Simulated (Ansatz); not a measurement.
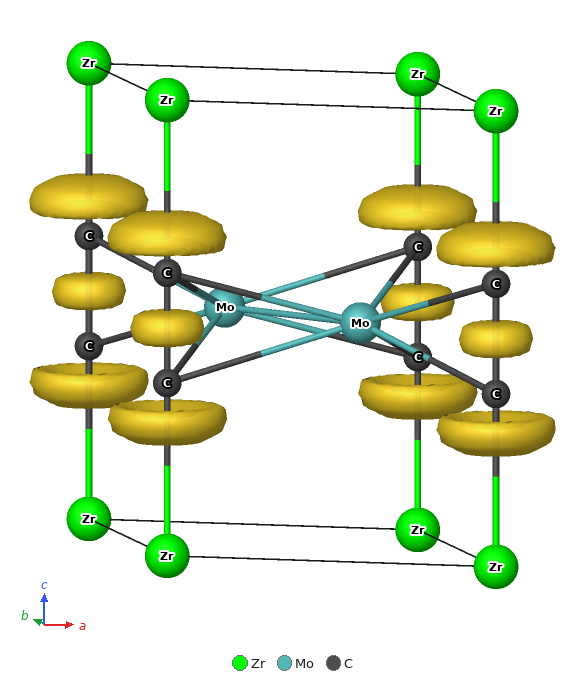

Figure 1: ZrMo2C2. Isosurface of the ELF at 0.8 (yellow), seen slightly off an axis. Only the valence region is drawn (cores and ρ < 0.01 e/Å³ removed). Sticks mark near contacts.

Space group P6/mmm; a structure generated by program, which may or may not match a known phase; computed without spin polarisation.

Theory: DFT PBE, scalar-relativistic, plane waves, PAW in Ansatz.

Core electrons are frozen (PAW), and the valence fields are smoothed inside the atomic spheres.

```yaml
crystal:
  lattice:
    - [4.18825, 0.00000, 0.00000]
    - [-2.09412, 3.62713, 0.00000]
    - [0.00000, 0.00000, 5.59041]
  atoms:
    - { symbol: Zr, position: [0.00000, 0.00000, 0.00000] }
    - { symbol: Mo, position: [0.33333, 0.66667, 0.50000] }
    - { symbol: Mo, position: [0.66667, 0.33333, 0.50000] }
    - { symbol: C, position: [0.00000, 0.00000, 0.62086] }
    - { symbol: C, position: [0.00000, 0.00000, 0.37914] }
```

Describe the localisation domains.

Answer. The ELF exceeds this value in one region between bonded C–C atoms and two lobes of the valence shell of C pointing towards Zr, counted in one cell of 5 atoms. Any copies at cell faces, edges or corners count once. Profiles from the grid: C–C (1.35 Å): the ELF peaks at about 0.90 between the atoms. Zr–C (2.12 Å): the ELF peaks at about 0.90 in the valence shell of C, 0.6 Å from its nucleus, and drops to about 0.30 between the two atoms: no localised pair shows between them.

What Bader charges does the calculation give?

Answer. Electrons move from Zr towards C. Bader charges: Zr +1.47, Mo +0.35 and C −1.09 e.
